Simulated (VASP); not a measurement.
Band structure of CdSe (zinc blende). Method: vdW-DF-cx, VASP's PBE PAW potentials (set 64) (plane waves; VASP).

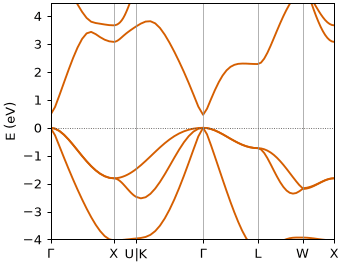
Bands along high-symmetry lines, zero at the valence-band maximum or, without a gap, the Fermi level

Q: Read the plot: is there a gap, and where are the band edges?

A: The gap is direct, 0.47 eV, from the valence maximum at Γ to the conduction minimum at Γ. (Edges off the drawn lines would not show.)

The compound is CdSe in the zinc blende structure, whereas wurtzite is the usual form. It was relaxed first.
